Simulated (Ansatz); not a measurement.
# Hf2TlPt: relaxing a made-up structure

This structure for Hf2TlPt is made up. Its elements were placed in a known structure type with a cell scaled to their sizes. What cell does the guess relax to, and how far off was it?

Main program and level: Ansatz 0.2.0; DFT, PBE, plane-wave PAW, files of the set soft_1, scalar-relativistic, no spin, cell and ions relaxed at zero pressure; PAW set soft_1, in the first sound run; inputs show where later runs differ.

## 1. The starting structure

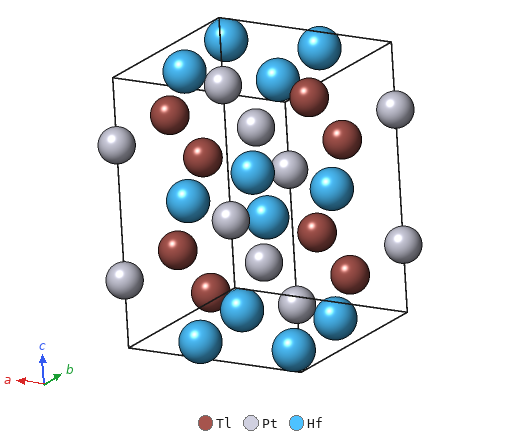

The starting structure, seen from a free direction (thallium brown, platinum light grey, hafnium blue). This picture shows the conventional cell, with its axes. Some periodic images of atoms are drawn too.

## 2. Relaxation of the guess

The guessed cell has no reason to be at equilibrium. It is relaxed with the atoms, within the space group of the guess.

Contents of input.yaml:

```yaml
crystal:
  lattice:
    - [-3.1265, 3.1265, 4.397]
    - [3.1265, -3.1265, 4.397]
    - [3.1265, 3.1265, -4.397]
  atoms:
    - { symbol: Tl, position: [0.25, 0.75, 0.5] }
    - { symbol: Tl, position: [0.75, 0.25, 0.5] }
    - { symbol: Pt, position: [0.25, 0.25, 0.0] }
    - { symbol: Pt, position: [0.75, 0.75, 0.0] }
    - { symbol: Hf, position: [0.2834, 0.2166, 0.5] }
    - { symbol: Hf, position: [0.7166, 0.7834, 0.5] }
    - { symbol: Hf, position: [0.7834, 0.2834, 0.0668] }
    - { symbol: Hf, position: [0.2166, 0.7166, 0.9332] }
kpoints:
  mp_grid: { grid: [6, 6, 6] }
scf:
  occupations: { method: fermi_dirac, width: 0.05 }
hamiltonian:
  xc: pbe
  pseudopotentials: { kind: paw, azcp: { folder: soft_1 } }
relax:
  f_tol: 0.015
  max_steps: 70
  cell: {}
output:
  forces: true
  stress: true
```

Run with:

```sh
> ansatz run input.yaml --threads 4 --pin off --max-ram 10240MiB --backend cpu --events-out ev --progress --plain --runs-dir out
```

Numbers of over 12 decimals in the logs are rounded to 6 here.

Output:

```text
Engine: ansatz 0.2.0, aarch64-unknown-linux-gnu
Pseudopotentials: kind: paw
Pseudopotential: Tl, paw, valence charge 13, recommended cutoff 420 eV (normal), soft_1/Tl.paw.azcp
Pseudopotential: Pt, paw, valence charge 18, recommended cutoff 420 eV (normal), soft_1/Pt.paw.azcp
Pseudopotential: Hf, paw, valence charge 26, recommended cutoff 420 eV (normal), soft_1/Hf.paw.azcp
Functional definition: PBE
  parameter kappa = 0.804
  parameter beta = 0.066725
  exchange = pbe_x(kappa = kappa, mu = beta*pi^2/3)
  correlation = pbe_c(beta = beta)
Crystal: 8 atoms, lattice volume = 171.923 Å³
Basis set: ecut = 420 eV, 3383 PW (Γ), exchange–correlation on 90×90×90 points (8 copies of the dense FFT grid, shifted against one another)
Bands: 100, of which v1, the nominal top of the filled ones, is band 83 counted from 1 (82 counted from 0)
Symmetry: 16 space group operations
Space group: I4/mcm (ITA 140), of the structure as read, at distance tolerance 5.6e-5 Å
k-points: 30 of 216
Non-local potential: Tl, projectors of the file, l = 0: 2, l = 1: 2, l = 2: 2, l = 3: 1
Non-local potential: Pt, projectors of the file, l = 0: 3, l = 1: 2, l = 2: 2, l = 3: 1
Non-local potential: Hf, projectors of the file, l = 0: 3, l = 1: 2, l = 2: 2, l = 3: 3
PAW form: soft (Blöchl's): semilocal exchange-correlation on the pseudo side does not see the compensation charge
PAW one-centre angular grid: Tl, 590 points (default); XC on 64 Gauss nodes
PAW one-centre angular grid: Pt, 590 points (default); XC on 64 Gauss nodes
PAW one-centre angular grid: Hf, 590 points (default); XC on 64 Gauss nodes
Initial density: superposition of atomic densities (chi_scale 0.1, normalization cell, long waves kept (reshape's long-wave potential 0.00 eV rms))
Initial wavefunctions: pseudopotential atomic-orbital guess
Functional: x = pbe(κ = 0.804, μ = 0.219515), c = pbe(β = 0.066725)
SCF iter   1: F=—  HF=-110875.692643 eV  |F-HF|=—  |Δ(HF+E_count)|=         —  Δρ=3.42e-1  dr2=5.24e2  ethr=3.10e-3  ⟨swp⟩=5.5  Hψ=9042  notcnv=0  defer=12
preconditioner: auto → Kerker (q_TF=auto, 2.712 Å⁻¹)  [metal: Δε(μ)=0.002 eV  Ē_g=12.640 eV  σ=0.050 eV  W_gap=0.01  n_scr=58 (ndim 8)  ℏωp=30.8 eV  f_vac=0.000  D(μ)=7.82/eV (n_scr^D=64)]
SCF iter   2: F=—  HF=-110839.078991 eV  |F-HF|=—  |Δ(HF+E_count)|=    3.66e1  Δρ=1.33e-1  dr2=8.04e1  ethr=3.10e-3  ⟨swp⟩=3.0  Hψ=7230  notcnv=0  defer=112
SCF iter   3: F=—  HF=-110832.995574 eV  |F-HF|=—  |Δ(HF+E_count)|=    6.08e0  Δρ=2.98e-2  dr2=2.88e0  ethr=3.10e-3  ⟨swp⟩=2.8  Hψ=6387  notcnv=0  defer=142
SCF iter   4: F=—  HF=-110832.540206 eV  |F-HF|=—  |Δ(HF+E_count)|=   4.55e-1  Δρ=1.36e-2  dr2=6.13e-1  ethr=1.74e-3  ⟨swp⟩=2.2  Hψ=5388  notcnv=0  defer=200
SCF iter   5: F=—  HF=-110832.378424 eV  |F-HF|=—  |Δ(HF+E_count)|=   1.62e-1  Δρ=6.12e-3  dr2=7.63e-2  ethr=3.69e-4  ⟨swp⟩=2.1  Hψ=5037  notcnv=0  defer=200
SCF iter   6: F=—  HF=-110832.352166 eV  |F-HF|=—  |Δ(HF+E_count)|=   2.63e-2  Δρ=3.28e-3  dr2=3.83e-2  ethr=4.60e-5  ⟨swp⟩=2.3  Hψ=5648  notcnv=0  defer=197
SCF iter   7: F=—  HF=-110832.345489 eV  |F-HF|=—  |Δ(HF+E_count)|=   6.68e-3  Δρ=7.31e-4  dr2=1.09e-3  ethr=2.31e-5  ⟨swp⟩=2.0  Hψ=3497  notcnv=0  defer=197
SCF iter   8: F=—  HF=-110832.345745 eV  |F-HF|=—  |Δ(HF+E_count)|=   2.56e-4  Δρ=2.33e-4  dr2=1.36e-4  ethr=6.55e-7  ⟨swp⟩=2.0  Hψ=5246  notcnv=0  defer=197
SCF iter   9: F=—  HF=-110832.345682 eV  |F-HF|=—  |Δ(HF+E_count)|=   6.29e-5  Δρ=5.57e-5  dr2=7.36e-6  ethr=8.17e-8  ⟨swp⟩=2.0  Hψ=4631  notcnv=0  defer=197
SCF iter  10: F=—  HF=-110832.345843 eV  |F-HF|=—  |Δ(HF+E_count)|=   1.61e-4  Δρ=2.14e-5  dr2=1.66e-6  ethr=4.43e-9  ⟨swp⟩=2.0  Hψ=4639  notcnv=0  defer=197
SCF iter  11: F=-110832.345843 eV  HF=-110832.345843 eV  |F-HF|=5.45e-8  |Δ(HF+E_count)|=   2.61e-7  Δρ=5.74e-6  dr2=7.85e-8  ethr=6.02e-11  ⟨swp⟩=4.4  Hψ=13249  notcnv=0
SCF 1 converged in 11 iterations: F = -110832.345843 eV  dr2 = 7.85e-8
  greatest PAW one-centre occupation: 1.000 electrons in one spin orbital (limit 2), on the Pt atom at site 3 (counted from 0), in its partial waves of l = 0
relax step   1: F+E_penalty+E_count = -110832.34584266 eV  Δ(F+E_penalty+E_count) = +0.000e0 eV  max|allowed force component| = 8.021e-1 eV/Å  Δτ_max = 0.0000 Å  P = -6.127 GPa  Ω = 171.923 Å³  (11 SCF iters, dr2 threshold 1.00e-7 eV, accepted)
Crystal: 8 atoms, lattice volume = 157.911 Å³
Basis set: ecut = 420 eV, 3111 PW (Γ), exchange–correlation on 90×90×90 points (8 copies of the dense FFT grid, shifted against one another)
Initial density: handed on by an earlier stage of this run
Initial wavefunctions: those handed on with the density
iter 1 solved again at ethr=1.54e-3 eV; its pass at ethr=3.10e-3 eV (dr2=2.55e0 eV) is discarded
SCF iter   1: F=—  HF=-110833.655078 eV  |F-HF|=—  |Δ(HF+E_count)|=         —  Δρ=2.89e-2  dr2=2.56e0  ethr=1.54e-3  ⟨swp⟩=2.1  Hψ=12570  notcnv=0
preconditioner: auto → Kerker (q_TF=auto, 2.751 Å⁻¹)  [metal: Δε(μ)=0.023 eV  Ē_g=15.481 eV  σ=0.050 eV  W_gap=0.11  n_scr=58 (ndim 8)  ℏωp=35.2 eV  f_vac=0.000  D(μ)=8.23/eV (n_scr^D=64)]
SCF iter   2: F=—  HF=-110833.396044 eV  |F-HF|=—  |Δ(HF+E_count)|=   2.59e-1  Δρ=1.51e-2  dr2=7.87e-1  ethr=1.54e-3  ⟨swp⟩=2.1  Hψ=3469  notcnv=0
SCF iter   3: F=—  HF=-110833.285557 eV  |F-HF|=—  |Δ(HF+E_count)|=   1.10e-1  Δρ=3.29e-3  dr2=3.60e-2  ethr=4.74e-4  ⟨swp⟩=2.9  Hψ=4134  notcnv=0  defer=82
SCF iter   4: F=—  HF=-110833.279943 eV  |F-HF|=—  |Δ(HF+E_count)|=   5.61e-3  Δρ=2.01e-3  dr2=5.19e-3  ethr=2.17e-5  ⟨swp⟩=2.0  Hψ=5915  notcnv=0  defer=198
SCF iter   5: F=—  HF=-110833.274605 eV  |F-HF|=—  |Δ(HF+E_count)|=   5.34e-3  Δρ=6.59e-4  dr2=3.77e-4  ethr=3.12e-6  ⟨swp⟩=2.0  Hψ=5114  notcnv=0  defer=198
SCF iter   6: F=—  HF=-110833.274911 eV  |F-HF|=—  |Δ(HF+E_count)|=   3.07e-4  Δρ=2.04e-4  dr2=1.45e-4  ethr=2.27e-7  ⟨swp⟩=2.0  Hψ=5510  notcnv=0  defer=198
SCF iter   7: F=—  HF=-110833.274878 eV  |F-HF|=—  |Δ(HF+E_count)|=   3.30e-5  Δρ=5.73e-5  dr2=4.44e-6  ethr=8.72e-8  ⟨swp⟩=2.0  Hψ=4654  notcnv=0  defer=198
SCF iter   8: F=-110833.274878 eV  HF=-110833.274878 eV  |F-HF|=1.77e-7  |Δ(HF+E_count)|=   8.70e-8  Δρ=1.67e-5  dr2=4.83e-7  ethr=4.82e-10  ⟨swp⟩=5.0  Hψ=12020  notcnv=0
SCF 2 converged in 8 iterations: F = -110833.274878 eV  dr2 = 4.83e-7
relax step   2: F+E_penalty+E_count = -110833.27487812 eV  Δ(F+E_penalty+E_count) = -9.290e-1 eV  max|allowed force component| = 3.972e-1 eV/Å  Δτ_max = 0.1951 Å  P = +2.070 GPa  Ω = 157.911 Å³  energy of the carried Pulay correction = +4.078e-3 eV  (8 SCF iters, dr2 threshold 8.00e-7 eV, accepted)
Crystal: 8 atoms, lattice volume = 159.618 Å³
Basis set: ecut = 420 eV, 3119 PW (Γ), exchange–correlation on 90×90×90 points (8 copies of the dense FFT grid, shifted against one another)
iter 1 solved again at ethr=8.25e-5 eV; its pass at ethr=3.10e-3 eV (dr2=1.37e-1 eV) is discarded
SCF iter   1: F=—  HF=-110833.402918 eV  |F-HF|=—  |Δ(HF+E_count)|=         —  Δρ=1.21e-2  dr2=1.42e-1  ethr=8.25e-5  ⟨swp⟩=2.7  Hψ=16662  notcnv=0
preconditioner: auto → Kerker (q_TF=auto, 2.746 Å⁻¹)  [metal: Δε(μ)=0.009 eV  Ē_g=15.455 eV  σ=0.050 eV  W_gap=0.04  n_scr=58 (ndim 8)  ℏωp=35.0 eV  f_vac=0.000  D(μ)=8.91/eV (n_scr^D=72)]
SCF iter   2: F=—  HF=-110833.379538 eV  |F-HF|=—  |Δ(HF+E_count)|=   2.34e-2  Δρ=6.38e-3  dr2=4.49e-2  ethr=8.25e-5  ⟨swp⟩=3.1  Hψ=3952  notcnv=0
SCF iter   3: F=—  HF=-110833.378435 eV  |F-HF|=—  |Δ(HF+E_count)|=   1.10e-3  Δρ=2.13e-3  dr2=4.37e-3  ethr=2.70e-5  ⟨swp⟩=3.2  Hψ=6381  notcnv=0
SCF iter   4: F=—  HF=-110833.378393 eV  |F-HF|=—  |Δ(HF+E_count)|=   4.13e-5  Δρ=1.34e-3  dr2=1.92e-3  ethr=2.63e-6  ⟨swp⟩=2.1  Hψ=5597  notcnv=0
SCF iter   5: F=—  HF=-110833.377804 eV  |F-HF|=—  |Δ(HF+E_count)|=   5.89e-4  Δρ=7.81e-4  dr2=5.25e-4  ethr=1.16e-6  ⟨swp⟩=2.0  Hψ=5226  notcnv=0
SCF iter   6: F=—  HF=-110833.377849 eV  |F-HF|=—  |Δ(HF+E_count)|=   4.48e-5  Δρ=1.44e-4  dr2=3.40e-5  ethr=3.16e-7  ⟨swp⟩=2.0  Hψ=5158  notcnv=0
SCF iter   7: F=—  HF=-110833.377838 eV  |F-HF|=—  |Δ(HF+E_count)|=   1.11e-5  Δρ=3.10e-5  dr2=1.90e-6  ethr=2.05e-8  ⟨swp⟩=2.0  Hψ=5471  notcnv=0
SCF iter   8: F=-110833.377837 eV  HF=-110833.377837 eV  |F-HF|=3.97e-8  |Δ(HF+E_count)|=   4.36e-7  Δρ=8.73e-6  dr2=1.25e-7  ethr=4.82e-10  ⟨swp⟩=5.4  Hψ=13156  notcnv=0
SCF 3 converged in 8 iterations: F = -110833.377837 eV  dr2 = 1.25e-7
relax step   3: F+E_penalty+E_count = -110833.37783743 eV  Δ(F+E_penalty+E_count) = -1.030e-1 eV  max|allowed force component| = 2.918e-1 eV/Å  Δτ_max = 0.1693 Å  P = +0.716 GPa  Ω = 159.618 Å³  energy of the carried Pulay correction = +3.562e-3 eV  (8 SCF iters, dr2 threshold 8.00e-7 eV, accepted)
Crystal: 8 atoms, lattice volume = 160.163 Å³
Basis set: ecut = 420 eV, 3093 PW (Γ), exchange–correlation on 90×90×90 points (8 copies of the dense FFT grid, shifted against one another)
iter 1 solved again at ethr=2.08e-5 eV; its pass at ethr=3.10e-3 eV (dr2=3.45e-2 eV) is discarded
SCF iter   1: F=—  HF=-110833.454937 eV  |F-HF|=—  |Δ(HF+E_count)|=         —  Δρ=5.25e-3  dr2=3.80e-2  ethr=2.08e-5  ⟨swp⟩=3.0  Hψ=17367  notcnv=0
preconditioner: auto → Kerker (q_TF=auto, 2.745 Å⁻¹)  [metal: Δε(μ)=0.009 eV  Ē_g=15.428 eV  σ=0.050 eV  W_gap=0.05  n_scr=58 (ndim 8)  ℏωp=35.0 eV  f_vac=0.000  D(μ)=9.43/eV (n_scr^D=104)]
SCF iter   2: F=—  HF=-110833.448268 eV  |F-HF|=—  |Δ(HF+E_count)|=   6.67e-3  Δρ=2.90e-3  dr2=1.46e-2  ethr=2.08e-5  ⟨swp⟩=2.2  Hψ=3717  notcnv=0
SCF iter   3: F=—  HF=-110833.446031 eV  |F-HF|=—  |Δ(HF+E_count)|=   2.24e-3  Δρ=9.29e-4  dr2=1.03e-3  ethr=8.80e-6  ⟨swp⟩=3.0  Hψ=6348  notcnv=0
SCF iter   4: F=—  HF=-110833.445802 eV  |F-HF|=—  |Δ(HF+E_count)|=   2.29e-4  Δρ=6.29e-4  dr2=4.23e-4  ethr=6.18e-7  ⟨swp⟩=2.9  Hψ=6140  notcnv=0
SCF iter   5: F=—  HF=-110833.445862 eV  |F-HF|=—  |Δ(HF+E_count)|=   5.90e-5  Δρ=2.87e-4  dr2=8.75e-5  ethr=2.55e-7  ⟨swp⟩=2.0  Hψ=4969  notcnv=0
SCF iter   6: F=—  HF=-110833.445851 eV  |F-HF|=—  |Δ(HF+E_count)|=   1.01e-5  Δρ=8.52e-5  dr2=1.02e-5  ethr=5.27e-8  ⟨swp⟩=2.0  Hψ=5415  notcnv=0
SCF iter   7: F=-110833.445840 eV  HF=-110833.445840 eV  |F-HF|=3.70e-8  |Δ(HF+E_count)|=   1.16e-5  Δρ=2.44e-5  dr2=5.68e-7  ethr=4.82e-10  ⟨swp⟩=4.9  Hψ=18880  notcnv=0
SCF 4 converged in 7 iterations: F = -110833.445840 eV  dr2 = 5.68e-7
relax step   4: F+E_penalty+E_count = -110833.44583982 eV  Δ(F+E_penalty+E_count) = -6.800e-2 eV  max|allowed force component| = 4.034e-2 eV/Å  Δτ_max = 0.0605 Å  P = +0.440 GPa  Ω = 160.163 Å³  energy of the carried Pulay correction = +3.399e-3 eV  (7 SCF iters, dr2 threshold 8.00e-7 eV, accepted)
Crystal: 8 atoms, lattice volume = 160.929 Å³
Basis set: ecut = 420 eV, 3117 PW (Γ), exchange–correlation on 90×90×90 points (8 copies of the dense FFT grid, shifted against one another)
iter 1 solved again at ethr=3.57e-6 eV; its pass at ethr=3.10e-3 eV (dr2=5.93e-3 eV) is discarded
SCF iter   1: F=—  HF=-110833.447990 eV  |F-HF|=—  |Δ(HF+E_count)|=         —  Δρ=1.35e-3  dr2=6.20e-3  ethr=3.57e-6  ⟨swp⟩=3.0  Hψ=12042  notcnv=0
preconditioner: auto → Kerker (q_TF=auto, 2.742 Å⁻¹)  [metal: Δε(μ)=0.012 eV  Ē_g=15.407 eV  σ=0.050 eV  W_gap=0.06  n_scr=58 (ndim 8)  ℏωp=34.9 eV  f_vac=0.000  D(μ)=9.62/eV (n_scr^D=104)]
SCF iter   2: F=—  HF=-110833.447278 eV  |F-HF|=—  |Δ(HF+E_count)|=   7.12e-4  Δρ=7.56e-4  dr2=2.16e-3  ethr=3.57e-6  ⟨swp⟩=1.0  Hψ=3000  notcnv=0
SCF iter   3: F=—  HF=-110833.447001 eV  |F-HF|=—  |Δ(HF+E_count)|=   2.77e-4  Δρ=2.37e-4  dr2=7.21e-5  ethr=1.30e-6  ⟨swp⟩=2.8  Hψ=5514  notcnv=0
SCF iter   4: F=—  HF=-110833.447155 eV  |F-HF|=—  |Δ(HF+E_count)|=   1.54e-4  Δρ=1.09e-4  dr2=1.51e-5  ethr=4.34e-8  ⟨swp⟩=3.3  Hψ=6997  notcnv=0
SCF iter   5: F=—  HF=-110833.447145 eV  |F-HF|=—  |Δ(HF+E_count)|=   9.79e-6  Δρ=5.84e-5  dr2=1.07e-5  ethr=9.07e-9  ⟨swp⟩=2.1  Hψ=5469  notcnv=0
SCF iter   6: F=-110833.447143 eV  HF=-110833.447144 eV  |F-HF|=1.79e-7  |Δ(HF+E_count)|=   1.69e-6  Δρ=1.44e-5  dr2=3.55e-7  ethr=3.36e-10  ⟨swp⟩=5.2  Hψ=16388  notcnv=0
SCF 5 converged in 6 iterations: F = -110833.447143 eV  dr2 = 3.55e-7
relax step   5: F+E_penalty+E_count = -110833.44714344 eV  Δ(F+E_penalty+E_count) = -1.304e-3 eV  max|allowed force component| = 1.025e-3 eV/Å  Δτ_max = 0.0084 Å  P = -0.203 GPa  Ω = 160.929 Å³  energy of the carried Pulay correction = +3.170e-3 eV  (6 SCF iters, dr2 threshold 5.57e-7 eV, accepted)
Crystal: 8 atoms, lattice volume = 160.695 Å³
iter 1 solved again at ethr=3.10e-7 eV; its pass at ethr=3.10e-3 eV (dr2=5.15e-4 eV) is discarded
SCF iter   1: F=—  HF=-110833.447333 eV  |F-HF|=—  |Δ(HF+E_count)|=         —  Δρ=3.79e-4  dr2=5.32e-4  ethr=3.10e-7  ⟨swp⟩=2.3  Hψ=11529  notcnv=0
preconditioner: auto → Kerker (q_TF=auto, 2.743 Å⁻¹)  [metal: Δε(μ)=0.022 eV  Ē_g=15.410 eV  σ=0.050 eV  W_gap=0.11  n_scr=58 (ndim 8)  ℏωp=34.9 eV  f_vac=0.000  D(μ)=9.65/eV (n_scr^D=104)]
SCF iter   2: F=—  HF=-110833.447281 eV  |F-HF|=—  |Δ(HF+E_count)|=   5.23e-5  Δρ=2.00e-4  dr2=1.61e-4  ethr=3.10e-7  ⟨swp⟩=1.4  Hψ=3093  notcnv=0
SCF iter   3: F=—  HF=-110833.447263 eV  |F-HF|=—  |Δ(HF+E_count)|=   1.74e-5  Δρ=4.46e-5  dr2=4.33e-6  ethr=9.70e-8  ⟨swp⟩=2.0  Hψ=5276  notcnv=0
SCF iter   4: F=—  HF=-110833.447380 eV  |F-HF|=—  |Δ(HF+E_count)|=   1.17e-4  Δρ=2.83e-5  dr2=1.06e-6  ethr=2.61e-9  ⟨swp⟩=3.3  Hψ=7101  notcnv=0
SCF iter   5: F=—  HF=-110833.447380 eV  |F-HF|=—  |Δ(HF+E_count)|=   2.44e-7  Δρ=7.91e-6  dr2=1.78e-7  ethr=6.37e-10  ⟨swp⟩=2.0  Hψ=5377  notcnv=0
SCF iter   6: F=-110833.447380 eV  HF=-110833.447380 eV  |F-HF|=5.59e-9  |Δ(HF+E_count)|=   2.09e-8  Δρ=2.79e-6  dr2=1.09e-8  ethr=8.25e-11  ⟨swp⟩=5.8  Hψ=13186  notcnv=0
SCF 6 converged in 6 iterations: F = -110833.447380 eV  dr2 = 1.09e-8
relax step   6: F+E_penalty+E_count = -110833.44737982 eV  Δ(F+E_penalty+E_count) = -2.364e-4 eV  max|allowed force component| = 2.936e-4 eV/Å  Δτ_max = 0.0002 Å  P = -0.002 GPa  Ω = 160.695 Å³  energy of the carried Pulay correction = +3.240e-3 eV  (6 SCF iters, dr2 threshold 1.37e-7 eV, accepted)
Initial wavefunctions: pseudopotential atomic-orbital guess (no wavefunctions were taken with the density)
iter 1 solved again at ethr=1.50e-8 eV; its pass at ethr=3.10e-3 eV (dr2=2.50e-5 eV) is discarded
SCF iter   1: F=—  HF=-110833.444484 eV  |F-HF|=—  |Δ(HF+E_count)|=         —  Δρ=1.20e-4  dr2=3.72e-6  ethr=1.50e-8  ⟨swp⟩=4.3  Hψ=20198  notcnv=0
preconditioner: auto → Kerker (q_TF=auto, 2.743 Å⁻¹)  [metal: Δε(μ)=0.020 eV  Ē_g=15.410 eV  σ=0.050 eV  W_gap=0.10  n_scr=58 (ndim 8)  ℏωp=34.9 eV  f_vac=0.000  D(μ)=9.64/eV (n_scr^D=104)]
SCF iter   2: F=—  HF=-110833.444672 eV  |F-HF|=—  |Δ(HF+E_count)|=   1.88e-4  Δρ=7.39e-5  dr2=2.58e-6  ethr=2.24e-9  ⟨swp⟩=3.1  Hψ=6093  notcnv=0
SCF iter   3: F=—  HF=-110833.444673 eV  |F-HF|=—  |Δ(HF+E_count)|=   5.71e-7  Δρ=3.85e-5  dr2=5.60e-7  ethr=1.55e-9  ⟨swp⟩=2.0  Hψ=4969  notcnv=0
SCF iter   4: F=—  HF=-110833.444673 eV  |F-HF|=—  |Δ(HF+E_count)|=   3.73e-7  Δρ=9.95e-6  dr2=4.06e-8  ethr=3.38e-10  ⟨swp⟩=2.2  Hψ=5512  notcnv=0
SCF iter   5: F=—  HF=-110833.444673 eV  |F-HF|=—  |Δ(HF+E_count)|=   3.23e-8  Δρ=2.12e-6  dr2=2.00e-9  ethr=2.45e-11  ⟨swp⟩=2.1  Hψ=5525  notcnv=0
SCF iter   6: F=—  HF=-110833.444673 eV  |F-HF|=—  |Δ(HF+E_count)|=   2.08e-9  Δρ=3.55e-7  dr2=1.23e-10  ethr=1.21e-12  ⟨swp⟩=2.2  Hψ=5567  notcnv=0
SCF iter   7: F=-110833.444673 eV  HF=-110833.444673 eV  |F-HF|=2.91e-11  |Δ(HF+E_count)|=  1.02e-10  Δρ=7.27e-8  dr2=1.65e-11  ethr=1.00e-12  ⟨swp⟩=4.6  Hψ=10975  notcnv=0
SCF 7 converged in 7 iterations: F = -110833.444673 eV  dr2 = 1.65e-11
relax step   7: F+E_penalty+E_count = -110833.44467326 eV  Δ(F+E_penalty+E_count) = +2.707e-3 eV  max|allowed force component| = 2.942e-4 eV/Å  Δτ_max = 0.0000 Å  P = -0.008 GPa  Ω = 160.695 Å³  stress off target by 1.59e-2 GPa  SCF on the basis re-selected at this cell (its energy is not comparable with the rows above)  (7 SCF iters)
basis re-selected at this cell: Δ(F+E_penalty+E_count) = +2.707e-3 eV, ΔP = -0.006 GPa vs the last step (what re-selecting the basis moved, of the pressure what is left beyond the Pulay correction that the steps carried, after the strain that the cell walked since its last selection, with what the two solves' SCF thresholds leave and, on support functions, any second-order correction that the steps lacked; it is no m [...]
SCF converged after 7 iterations
Free energy (F): -110833.444673 eV
Harris-Foulkes:  -110833.444673 eV  (|F-HF|=2.91e-11)
Internal energy: -110833.367178 eV  (E = F + TS)
E sigma→0 (E₀):  -110833.405926 eV
Entropy (-TS):   -0.077495 eV (-9.687 meV/atom)
Fermi energy:    18.646894 eV
--- Per-component energies (eV) ---
  E_band       = -227.755493
  E_kinetic    = 3362.757008
  E_local      = -30540.927651  (includes V_loc(G=0)·N_el)
  E_nonlocal   = 1265.930394
  E_hartree    = 14420.148231
  E_xc         = -1902.233823
  E_vxc        = -1809.489869  (∫ρ·V_xc dr)
  E_paw        = -70125.829147  (= ΣΔE_a)
  E_vpaw       = -1346.324289  (= ΣTr[D̂ρ^β])
  E_aug_tail   = 0.002534  (compensation charges beyond the density's cutoff)
  E_ewald      = -27313.214723
  E_smearing   = -0.077495  (= −TS)
  E_closure    = -0.000000  (closes the sum)
  Σ components = -110833.444673   (vs F -110833.444673, Δ=0.00e0)
--- Forces (eV/Å), atoms counted from 1 ---
  atom   1  Tl     0.00000000     0.00000000     0.00000000
  atom   2  Tl    -0.00000000     0.00000000    -0.00000000
  atom   3  Pt    -0.00000000     0.00000000     0.00000000
  atom   4  Pt     0.00000000     0.00000000    -0.00000000
  atom   5  Hf    -0.00029416     0.00029416    -0.00000000
  atom   6  Hf     0.00029416    -0.00029416     0.00000000
  atom   7  Hf     0.00029416     0.00029416     0.00000000
  atom   8  Hf    -0.00029416    -0.00029416     0.00000000
  max |Σ_I F_I| component: 5.42e-20 eV/Å
--- Stress (GPa, compression-positive) ---
       -0.004174      -0.000000      -0.000000
       -0.000000      -0.004174      -0.000000
       -0.000000       0.000000      -0.015867
  P = ⅓ Tr σ = -0.0081 GPa (-0.081 kbar)
--- Relaxed structure (6 steps of the walk, 6 accepted, 1 SCFs on fresh bases) ---
  F+E_penalty+E_count = -110833.44467326 eV   max|allowed force component| = 2.942e-4 eV/Å   (the final SCF, on the basis selected at the relaxed cell)
  cell:  # Å, volume = 160.6946 Å³
    - [-3.124573, 3.124573, 4.114909]
    - [3.124573, -3.124573, 4.114909]
    - [3.124573, 3.124573, -4.114909]
  atoms:
    - { symbol: Tl, position: [0.250000, 0.75, 0.5] }
    - { symbol: Tl, position: [0.75, 0.250000, 0.5] }
    - { symbol: Pt, position: [0.250000, 0.250000, 5.548451866229998e-19] }
    - { symbol: Pt, position: [0.750000, 0.750000, 5.548451866229998e-19] }
    - { symbol: Hf, position: [0.249993, 0.250007, 0.500000] }
    - { symbol: Hf, position: [0.750007, 0.749993, 0.500000] }
    - { symbol: Hf, position: [0.749993, 0.249993, -1.43125985384851e-5] }
    - { symbol: Hf, position: [0.250007, 0.750007, 1.000014] }
```

It took 54 s on 4 threads of Arm Neoverse V2, shared host; peak memory 0.94 GiB; 3.5 min of CPU time.

[end of part 1 of 2]

[Logs are printed without paths, hosts, clocks, repeated set-up lines and the standing remarks that a program may print on its own settings, such as how far it seeks lower states.]

[Hosts, paths, dates, database ids (printed as entryN), source tags and the programs' standing remarks are cut or masked in the printed files.]
